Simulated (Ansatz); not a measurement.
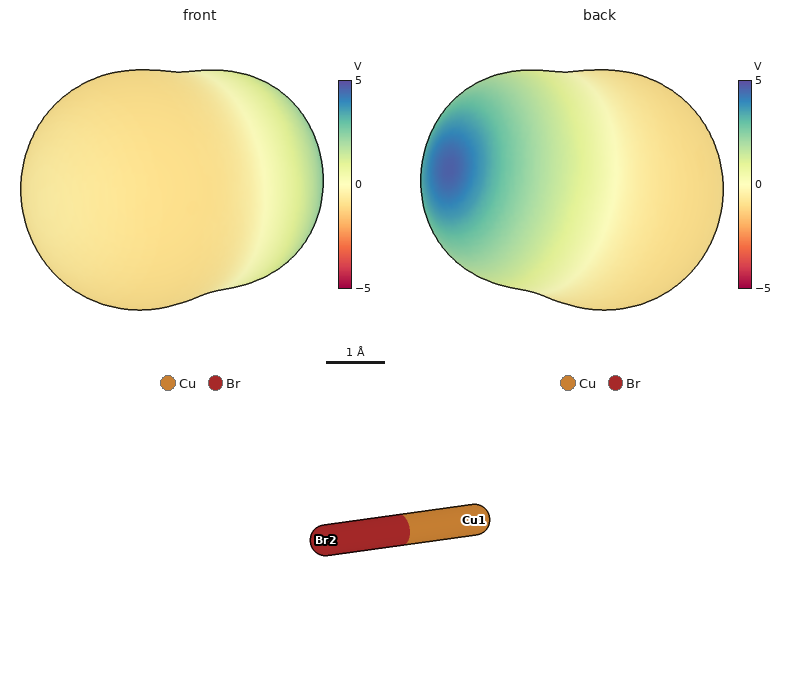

*CuBr. The molecular electrostatic potential painted on the density surface at 0.002 e/bohr³, seen from the front and from behind; red is negative and blue positive. The bare structure is drawn below in the same view.*

Geometry: rigid move from PBE0-D4/def2-TZVP.

Level of theory: RKS PBE0-D4/def2-TZVPPD (Ansatz).

```csv
atom,x (Å),y (Å),z (Å)
Cu,0.0000,0.0000,-1.1038
Br,0.0000,0.0000,0.8830
```

### Describe the electrostatic potential map.

The most negative region (about −1.0 V) lies over Br2, the most positive (about +4.5 V) over Cu1.
